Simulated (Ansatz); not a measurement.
# BH₇Si₂: what the fields show

Input file:

```
crystal:
  periodic: [false, false, false]
  atoms:
    - symbol: B
      position_ang: [-1.758975, 2.395877, 0.286632]
    - symbol: Si
      position_ang: [-0.355779, 1.410070, 1.308294]
    - symbol: Si
      position_ang: [-0.851447, -0.862654, 0.915534]
    - symbol: H
      position_ang: [-1.600786, 2.667644, -0.872821]
    - symbol: H
      position_ang: [-2.820963, 2.652572, 0.786106]
    - symbol: H
      position_ang: [1.039571, 1.652023, 0.827196]
    - symbol: H
      position_ang: [-0.402370, 1.628622, 2.787092]
    - symbol: H
      position_ang: [0.128957, -1.733615, 1.630188]
    - symbol: H
      position_ang: [-2.225539, -1.187407, 1.402855]
    - symbol: H
      position_ang: [-0.784897, -1.164494, -0.545772]
basis:
  gaussian: {orbitals: def2-TZVPD}
hamiltonian: {xc: pbe0}
output: {forces: true, orbitals: {seedname: orbitals}}
```

Command:

```sh
ansatz run input.yaml --threads 2 --pin off --max-ram 4350MiB --events-out events.jsonl --progress --plain --runs-dir runs
```

Geometry: PBE0-D3(BJ)/pcseg-1.

These are results of Ansatz 0.2.0, isolated molecule in a Gaussian basis; Kohn-Sham density functional theory, functional PBE0, not measurements.

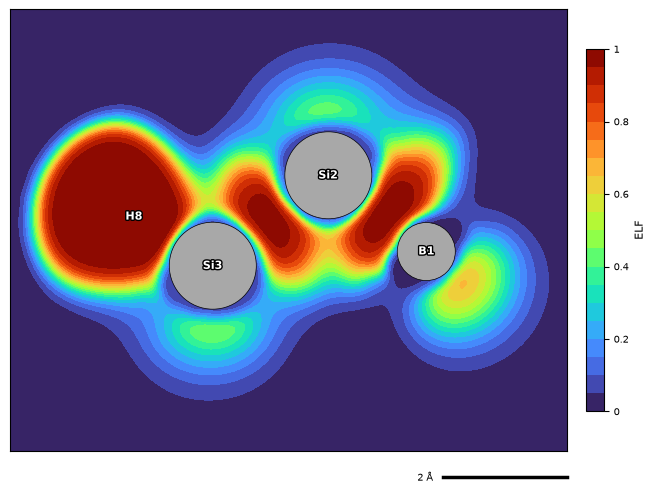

Figure 1. ELF on the plane of atoms Si2, Si3 and H8. Grey discs cover the atomic cores.

### What do the fields say about this system?

- The section cuts through B, Si and H sites.
- Si–B (2.00 Å): the ELF peaks at about 1 between the atoms; a covalent bond.
- Si–Si (2.36 Å): the ELF peaks at about 1 between the atoms (localised, covalent bonding).
- Si–H (1.49 Å): the ELF climbs to about 1 towards the hydrogen, as it does in any bond to H.

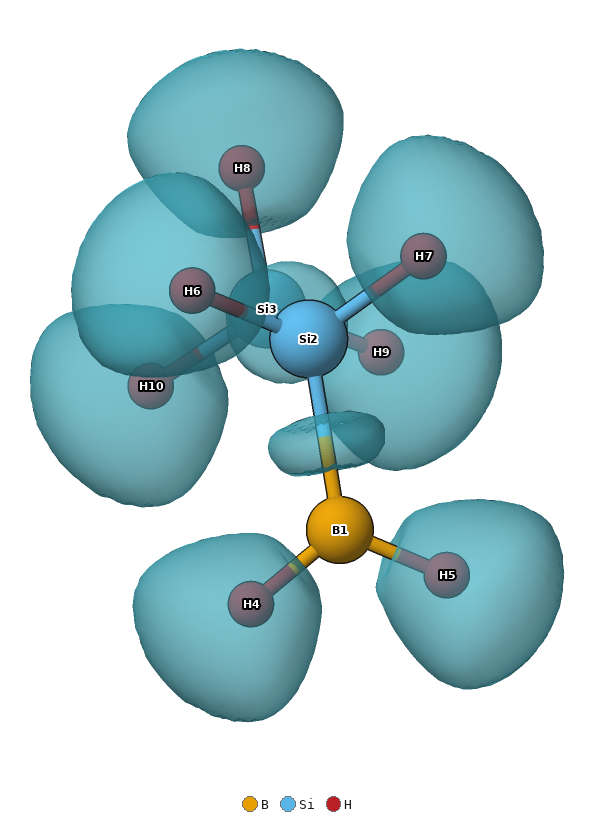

Figure 2. Isosurface of the ELF at 0.9 (cyan), seen at an oblique angle. Only the valence region is drawn (cores and ρ < 0.01 e/Å³ removed).

### Identify the bonds, lone pairs and shells in this picture.

The ELF exceeds this value in one region between bonded B–Si atoms (shared pairs), one region between bonded Si–Si atoms (shared pairs) and seven regions around hydrogen nuclei.

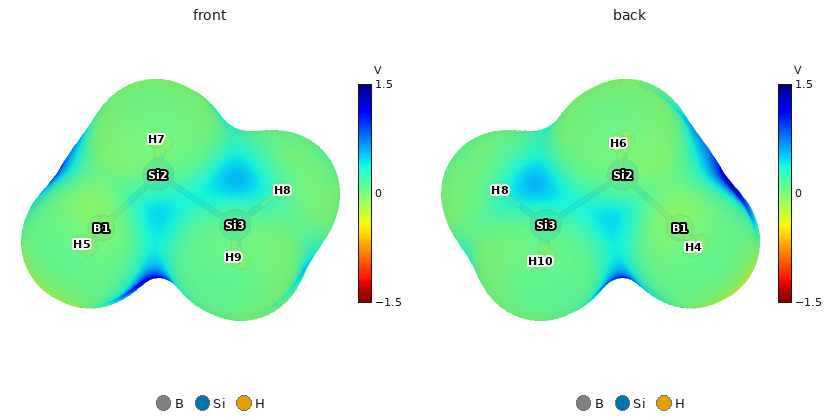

Figure 3. The electrostatic potential painted on the density surface at 0.001 e/bohr³, seen from the front and from behind; red is negative and blue positive.

### Which sites attract a positive test charge, and which a negative one?

A positive charge is drawn to the negative regions and a negative charge to the positive ones. The most negative region (about −0.2 V) lies over H4, the most positive (about +1.3 V) over B1.

### What dipole moment does the calculation give?

Its dipole moment is 0.17 D.

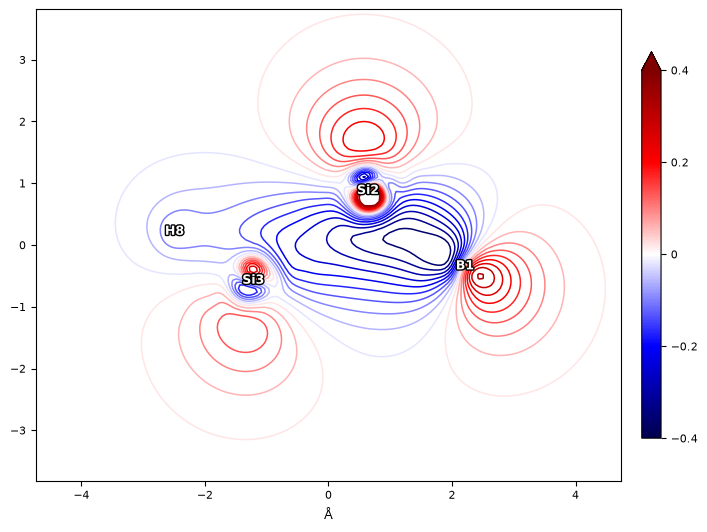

Figure 4. The HOMO−1 on the plane of atoms Si2, Si3 and H8 (values in Å⁻³ᐟ²; the overall sign is arbitrary).

### Describe this orbital and give its energy.

It lies mainly on Si2 (about 35 %), B1 (about 20 %), Si3 (about 15 %), H6 (about 10 %) and H7 (about 10 %). Its energy is −8.86 eV.
